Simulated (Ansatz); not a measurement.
Run report: Al2H6O3, molecular dynamics (part 4 of 4)

Al2H6O3; RKS PBE0/def2-SVP (Ansatz 0.2.0). It belongs to a series of runs on one base structure; here: dynamics from the highest image of the converged band.

Geometry of the input (Å):
```
Al -0.0689  0.6024  0.2925
O  -0.5631  -0.8932  1.5232
H  -1.4397  -1.2813  1.4024
O  1.5895  0.4471  -0.1490
H  1.9329  0.1410  -0.9887
H  -1.2456  0.5195  -0.7733
O  -0.1083  1.6369  1.6939
Al 1.1520  2.6847  2.1869
H  1.8491  2.4010  3.5884
H  1.5191  3.9609  1.3149
H  -0.6085  -0.2977  2.2983
```

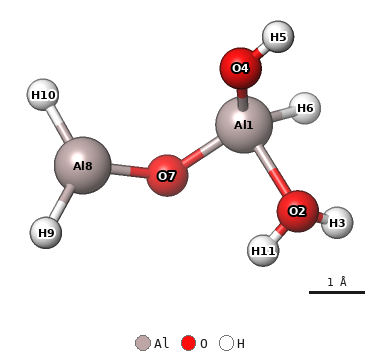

The geometry at step 166 of the log (ball-and-stick view, seen at a tilt; atoms are numbered from 1 in the order of the input).

Trajectory as extended XYZ, continued:
```
11
Properties=species:S:1:pos:R:3:forces:R:3 step=127 time_fs=63.5 energy=-19415.27655 temperature=177.9
Al   -0.0396    0.5949    0.3410   -0.6655   0.2641  -0.2921
O    -0.5531   -0.9488    1.5232    0.0528   0.0396  -0.2492
H    -1.2580   -1.4215    1.0576   -0.0480  -0.0687   0.1122
O     1.5583    0.3601   -0.2631   -0.2889   0.1456   0.8392
H     1.7193    0.1007   -1.1575    0.1970  -0.2094  -0.7145
H    -1.3258    0.4031   -0.7045    0.5956   0.0760   0.4948
O    -0.0954    1.7687    1.6301   -0.3766  -0.8632  -0.5409
Al    1.1433    2.7228    2.2490    0.3319  -0.0987   1.0784
H     1.5834    2.4943    3.8006   -0.1362   0.0691  -0.4061
H     1.8059    3.8030    1.3752    0.3019   0.5502  -0.3754
H    -0.9406   -0.5825    2.3314    0.0359   0.0954   0.0535
11
Properties=species:S:1:pos:R:3:forces:R:3 step=132 time_fs=66.0 energy=-19415.24728 temperature=153.1
Al   -0.0414    0.6045    0.3403   -0.6438  -0.0593  -0.5624
O    -0.5443   -0.9436    1.5201   -0.1523  -0.1500  -0.4778
H    -1.2679   -1.3921    1.0429    0.1908   0.1220   0.3902
O     1.5575    0.3483   -0.2652   -0.4328   0.3285   1.0980
H     1.7211    0.0403   -1.1391    0.2279  -0.3178  -0.9330
H    -1.3404    0.3771   -0.7135    0.7166   0.1465   0.5982
O    -0.0994    1.7614    1.6289   -0.1707  -0.5257  -0.2600
Al    1.1435    2.7245    2.2540   -0.0070  -0.4226   1.0500
H     1.5787    2.4978    3.8079   -0.1243   0.0943  -0.4338
H     1.7707    3.7775    1.3459    0.4331   0.7248  -0.4625
H    -0.9002   -0.5876    2.3474   -0.0375   0.0593  -0.0068
11
Properties=species:S:1:pos:R:3:forces:R:3 step=137 time_fs=68.5 energy=-19415.28839 temperature=188.4
Al   -0.0445    0.6139    0.3383   -0.3113  -0.3441  -0.6315
O    -0.5358   -0.9388    1.5155    0.1733   0.1103  -0.0268
H    -1.2699   -1.3579    1.0489   -0.2123  -0.1238   0.1729
O     1.5554    0.3374   -0.2641    0.0655  -0.4995  -1.1523
H     1.7334   -0.0331   -1.1628   -0.2870   0.5888   1.3715
H    -1.3141    0.3596   -0.6881    0.4294   0.1607   0.3721
O    -0.1039    1.7522    1.6268    0.0867  -0.0951   0.1095
Al    1.1437    2.7255    2.2611   -0.1180  -0.1387   0.1639
H     1.5670    2.5066    3.7907   -0.0242   0.0737  -0.1484
H     1.7595    3.7921    1.2916    0.1951   0.2847  -0.0248
H    -0.8615   -0.5894    2.3622    0.0027  -0.0171  -0.2061
11
Properties=species:S:1:pos:R:3:forces:R:3 step=141 time_fs=70.5 energy=-19415.30472 temperature=201.9
Al   -0.0476    0.6210    0.3358    0.2537  -0.4943  -0.4746
O    -0.5287   -0.9347    1.5116    0.3242   0.0943   0.0358
H    -1.2786   -1.3346    1.0622   -0.3599  -0.2220   0.0547
O     1.5536    0.3276   -0.2655   -0.1032  -0.2397  -0.5203
H     1.7339   -0.0718   -1.1357   -0.1747   0.3859   0.7702
H    -1.2742    0.3523   -0.6517   -0.0680   0.1149  -0.0353
O    -0.1074    1.7444    1.6252    0.2910   0.2469   0.3965
Al    1.1436    2.7260    2.2672   -0.1951   0.1871  -0.7415
H     1.5563    2.5168    3.7699    0.0881   0.0349   0.2115
H     1.7597    3.8174    1.2458   -0.0368  -0.1473   0.4022
H    -0.8307   -0.5910    2.3665   -0.0192   0.0392  -0.0993
11
Properties=species:S:1:pos:R:3:forces:R:3 step=146 time_fs=73.0 energy=-19415.21071 temperature=122.1
Al   -0.0507    0.6288    0.3317    1.0122  -0.5960  -0.1460
O    -0.5189   -0.9295    1.5066   -0.1807  -0.3044  -0.3075
H    -1.3050   -1.3154    1.0837    0.1476   0.0103   0.2466
O     1.5508    0.3151   -0.2680   -0.6935   0.9519   1.7769
H     1.7287   -0.1073   -1.0763    0.3483  -0.7456  -1.5130
H    -1.2311    0.3490   -0.6105   -0.7627   0.0194  -0.6077
O    -0.1107    1.7356    1.6248    0.4967   0.5887   0.6715
Al    1.1432    2.7270    2.2732   -0.3303   0.3755  -1.4528
H     1.5480    2.5314    3.7564    0.1782  -0.0019   0.5144
H     1.7577    3.8405    1.2109   -0.1857  -0.4430   0.6990
H    -0.7934   -0.5903    2.3679   -0.0302   0.1451   0.1186
11
Properties=species:S:1:pos:R:3:forces:R:3 step=151 time_fs=75.5 energy=-19415.22926 temperature=137.3
Al   -0.0518    0.6353    0.3272    1.0158  -0.7321  -0.1655
O    -0.5098   -0.9252    1.5007   -0.4400  -0.2994   0.0034
H    -1.3247   -1.2969    1.1183    0.2583   0.0261   0.1695
O     1.5459    0.3053   -0.2655   -0.1457   0.0052  -0.0857
H     1.7382   -0.1738   -1.0807   -0.1100   0.2503   0.3354
H    -1.2305    0.3473   -0.6031   -0.8592   0.0328  -0.6863
O    -0.1121    1.7290    1.6268    0.6093   0.7629   0.8009
Al    1.1420    2.7288    2.2761   -0.4174   0.2507  -1.2986
H     1.5497    2.5461    3.7712    0.1295   0.0053   0.3558
H     1.7455    3.8388    1.2161   -0.1483  -0.3958   0.6467
H    -0.7571   -0.5819    2.3740    0.1079   0.0942  -0.0757
11
Properties=species:S:1:pos:R:3:forces:R:3 step=156 time_fs=78.0 energy=-19415.27722 temperature=178.7
Al   -0.0507    0.6402    0.3223    0.2673  -0.8965  -0.5594
O    -0.5021   -0.9220    1.4948   -0.0865  -0.0348   0.4092
H    -1.3323   -1.2783    1.1617   -0.1996  -0.2009  -0.1320
O     1.5403    0.2957   -0.2628    0.2059  -0.5439  -0.9810
H     1.7427   -0.2287   -1.0731   -0.3504   0.8237   1.1788
H    -1.2776    0.3483   -0.6338   -0.2230   0.1833  -0.1870
O    -0.1113    1.7252    1.6317    0.6193   0.7242   0.7352
Al    1.1399    2.7311    2.2763   -0.4825  -0.1380  -0.4369
H     1.5586    2.5612    3.8059   -0.0102   0.0275  -0.0980
H     1.7252    3.8150    1.2583    0.0647  -0.0122   0.2496
H    -0.7145   -0.5676    2.3761    0.1951   0.0676  -0.1785
11
Properties=species:S:1:pos:R:3:forces:R:3 step=161 time_fs=80.5 energy=-19415.27065 temperature=172.9
Al   -0.0490    0.6430    0.3162   -0.4541  -0.9100  -0.7925
O    -0.4948   -0.9191    1.4902   -0.2254  -0.1749   0.0884
H    -1.3481   -1.2697    1.1994   -0.0063  -0.0998  -0.0713
O     1.5351    0.2847   -0.2628   -0.3384   0.8754   1.0739
H     1.7308   -0.2453   -1.0110    0.2433  -0.6027  -0.9567
H    -1.3380    0.3601   -0.6758    0.4410   0.2996   0.3161
O    -0.1082    1.7241    1.6394    0.5429   0.4937   0.4842
Al    1.1367    2.7331    2.2755   -0.5622  -0.5916   0.5436
H     1.5671    2.5777    3.8353   -0.1248   0.0216  -0.4400
H     1.7093    3.7915    1.3145    0.3588   0.5386  -0.3125
H    -0.6612   -0.5487    2.3695    0.1254   0.1501   0.0669
11
Properties=species:S:1:pos:R:3:forces:R:3 step=166 time_fs=83.0 energy=-19415.25382 temperature=158.5
Al   -0.0483    0.6439    0.3083   -0.9169  -0.7409  -0.6885
O    -0.4885   -0.9169    1.4860   -0.5115  -0.2498  -0.0251
H    -1.3633   -1.2667    1.2333    0.3509   0.0983   0.1072
O     1.5290    0.2765   -0.2597   -0.0725   0.5826   0.5704
H     1.7296   -0.2884   -0.9913    0.1418  -0.3313  -0.5388
H    -1.3739    0.3893   -0.7003    0.7312   0.3123   0.5275
O    -0.1031    1.7247    1.6489    0.4016   0.1439   0.1327
Al    1.1323    2.7338    2.2758   -0.4452  -0.5827   0.9062
H     1.5685    2.5954    3.8399   -0.1532  -0.0187  -0.4657
H     1.7138    3.7983    1.3537    0.4374   0.7092  -0.5262
H    -0.6004   -0.5216    2.3652    0.0365   0.0769   0.0002
11
Properties=species:S:1:pos:R:3:forces:R:3 step=171 time_fs=85.5 energy=-19415.29213 temperature=191.7
Al   -0.0496    0.6432    0.2990   -1.0172  -0.4446  -0.3126
O    -0.4839   -0.9154    1.4819   -0.0117   0.0844   0.2821
H    -1.3619   -1.2595    1.2725   -0.0776  -0.0244   0.0781
O     1.5227    0.2701   -0.2548    0.6498  -0.8145  -1.1857
H     1.7348   -0.3459   -0.9983   -0.3601   1.0352   1.1440
H    -1.3680    0.4368   -0.6948    0.6081   0.2425   0.4236
O    -0.0964    1.7260    1.6589    0.2210  -0.2517  -0.2379
Al    1.1270    2.7334    2.2779   -0.0234   0.1099   0.4307
H     1.5612    2.6119    3.8183   -0.0874  -0.0771  -0.1685
H     1.7426    3.8441    1.3643    0.1546   0.2369  -0.1984
H    -0.5374   -0.4905    2.3597   -0.0561  -0.0966  -0.2554
11
Properties=species:S:1:pos:R:3:forces:R:3 step=176 time_fs=88.0 energy=-19415.33453 temperature=227.3
Al   -0.0530    0.6414    0.2890   -0.5484  -0.0881   0.3099
O    -0.4793   -0.9137    1.4787    0.2707   0.1044   0.0887
H    -1.3641   -1.2535    1.3166   -0.2861  -0.0734   0.0936
O     1.5186    0.2614   -0.2534    0.2870   0.2269   0.0757
H     1.7235   -0.3544   -0.9525    0.0678  -0.0526  -0.1703
H    -1.3278    0.4986   -0.6655    0.0689   0.1231   0.0003
O    -0.0890    1.7262    1.6679    0.0424  -0.6164  -0.5714
Al    1.1216    2.7333    2.2810    0.4101   0.9047  -0.2829
H     1.5490    2.6239    3.7874    0.0332  -0.1298   0.2943
H     1.7803    3.9037    1.3633   -0.2016  -0.3536   0.2017
H    -0.4778   -0.4640    2.3416   -0.1439  -0.0453  -0.0396
11
Properties=species:S:1:pos:R:3:forces:R:3 step=180 time_fs=90.0 energy=-19415.25886 temperature=163.4
Al   -0.0567    0.6398    0.2814    0.0409   0.1502   0.8749
O    -0.4751   -0.9121    1.4764   -0.1583  -0.1621  -0.1917
H    -1.3762   -1.2511    1.3560    0.1518   0.1084   0.1663
O     1.5161    0.2548   -0.2523   -0.0908   1.2643   1.2106
H     1.7157   -0.3597   -0.9182    0.4575  -1.1255  -1.3326
H    -1.2914    0.5537   -0.6411   -0.5344   0.0380  -0.4632
O    -0.0828    1.7249    1.6737   -0.0664  -0.8297  -0.7640
Al    1.1179    2.7345    2.2831    0.6311   1.2709  -0.5843
H     1.5402    2.6280    3.7737    0.0985  -0.1510   0.5402
H     1.8031    3.9383    1.3696   -0.3693  -0.6137   0.3512
H    -0.4359   -0.4448    2.3247   -0.1607   0.0503   0.1926
11
Properties=species:S:1:pos:R:3:forces:R:3 step=185 time_fs=92.5 energy=-19415.25586 temperature=160.4
Al   -0.0612    0.6382    0.2738    0.3163   0.2965   1.1872
O    -0.4704   -0.9106    1.4730   -0.3393  -0.0833   0.0716
H    -1.3831   -1.2425    1.4136    0.2911   0.1497   0.1060
O     1.5131    0.2499   -0.2481    0.5775  -0.4776  -0.6498
H     1.7249   -0.4103   -0.9292   -0.1399   0.5923   0.5089
H    -1.2754    0.6246   -0.6360   -0.8683  -0.0048  -0.7156
O    -0.0754    1.7203    1.6784   -0.1260  -0.9543  -0.8699
Al    1.1145    2.7385    2.2847    0.7436   1.2751  -0.3573
H     1.5341    2.6252    3.7843    0.0631  -0.1391   0.4291
H     1.8121    3.9493    1.3957   -0.3840  -0.5996   0.2952
H    -0.3920   -0.4191    2.3119   -0.1341  -0.0548  -0.0055
11
Properties=species:S:1:pos:R:3:forces:R:3 step=190 time_fs=95.0 energy=-19415.30934 temperature=206.1
Al   -0.0651    0.6372    0.2686   -0.1444   0.3729   0.7772
O    -0.4667   -0.9093    1.4700    0.0526   0.2245   0.3742
H    -1.3763   -1.2264    1.4772   -0.1983  -0.0663  -0.0357
O     1.5120    0.2437   -0.2456    0.6275  -0.7916  -0.9322
H     1.7289   -0.4347   -0.9199   -0.2461   0.8929   0.7875
H    -1.3067    0.6952   -0.6702   -0.3268  -0.0567  -0.3062
O    -0.0684    1.7122    1.6798   -0.0803  -0.9098  -0.8399
Al    1.1128    2.7453    2.2855    0.6019   0.7650   0.3752
H     1.5314    2.6142    3.8190   -0.0586  -0.0915  -0.0067
H     1.7992    3.9263    1.4383   -0.1759  -0.2086  -0.0125
H    -0.3558   -0.3966    2.2990   -0.0515  -0.1308  -0.1810
11
Properties=species:S:1:pos:R:3:forces:R:3 step=195 time_fs=97.5 energy=-19415.28461 temperature=185.1
Al   -0.0694    0.6370    0.2652   -0.6454   0.4467   0.1293
O    -0.4631   -0.9073    1.4681   -0.2331   0.0368   0.2266
H    -1.3775   -1.2129    1.5387   -0.0537  -0.0510  -0.1548
O     1.5130    0.2354   -0.2459   -0.2384   1.1250   0.9672
H     1.7225   -0.4184   -0.8758    0.4137  -1.0273  -1.0994
H    -1.3568    0.7620   -0.7220    0.4088  -0.1716   0.2600
O    -0.0617    1.7008    1.6780    0.0617  -0.6968  -0.6887
Al    1.1123    2.7538    2.2872    0.1791  -0.0962   1.1216
H     1.5253    2.5978    3.8536   -0.1508  -0.0291  -0.3799
H     1.7765    3.8920    1.4793    0.1766   0.4197  -0.4601
H    -0.3224   -0.3804    2.2777    0.0814   0.0438   0.0782
11
Properties=species:S:1:pos:R:3:forces:R:3 step=200 time_fs=100.0 energy=-19415.24526 temperature=151.1
Al   -0.0750    0.6378    0.2620   -0.8267   0.4197  -0.3516
O    -0.4604   -0.9052    1.4672   -0.6419  -0.1132   0.2755
H    -1.3808   -1.2018    1.5911    0.3186   0.0689  -0.2451
O     1.5135    0.2302   -0.2436   -0.0217   0.1895   0.0676
H     1.7347   -0.4457   -0.8799    0.0629  -0.0654  -0.1674
H    -1.3844    0.8186   -0.7598    0.7566  -0.2751   0.5501
O    -0.0547    1.6867    1.6738    0.2586  -0.3512  -0.4114
Al    1.1122    2.7620    2.2913   -0.2046  -0.6924   1.2906
H     1.5107    2.5796    3.8669   -0.1549   0.0266  -0.4723
H     1.7635    3.8813    1.4940    0.3461   0.7275  -0.6531
H    -0.2847   -0.3625    2.2598    0.1070   0.0653   0.1171
```

Key numbers:

```csv
quantity,value
outcome,finished
mean temperature over the second half,170 K
trajectory,"200 steps, 100 fs"
ensemble,nve
temperature in the input,300.0 K
time step,0.5 fs
potential energy (last step),−19415.2453 eV
mean-field energy (last step),−19415.2453 eV
largest force (length of the vector) (last step),1.479 eV/Å
hardware,"4 threads of Arm Neoverse V1, 24 GiB of memory available, shared host"
wall time,4.5 min (CPU time 17 min)
peak memory,0.24 GiB
```

So short a trajectory is not equilibrated.
